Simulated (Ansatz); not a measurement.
System: fluorite PbF2 (high-temperature phase). Method: PBEsol+SOC (PAW; Ansatz, an electronic-structure program).

Run with plane-wave cutoff 520 eV, 10×10×10 k mesh, Fermi–Dirac smearing 0.01 eV, PAW data made under PBE.

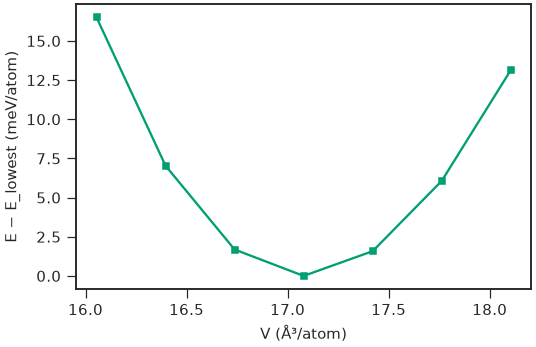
Figure. Total energy against volume

Question: From the curve, estimate the equilibrium volume and the bulk modulus.

Answer: V0 ≈ 17.1 Å³/atom and B0 ≈ 76 GPa; the fit gives V0 = 17.078 Å³/atom, B0 = 76.5 GPa, B′ = 4.8.

Measured, for comparison: bulk modulus 64 GPa, equilibrium volume per atom 17.46 Å³/atom (temperature not stated, no zero-point or thermal correction; as tabulated in Cadelano and Cappellini (2011), arXiv:1107.5962). Computed (rounded) less measured: bulk modulus +20 %, equilibrium volume per atom -2.2 %.

The computed numbers hold no vibrational or temperature effects.

It cost about 4 core-minutes (a rough figure) of CPU time.
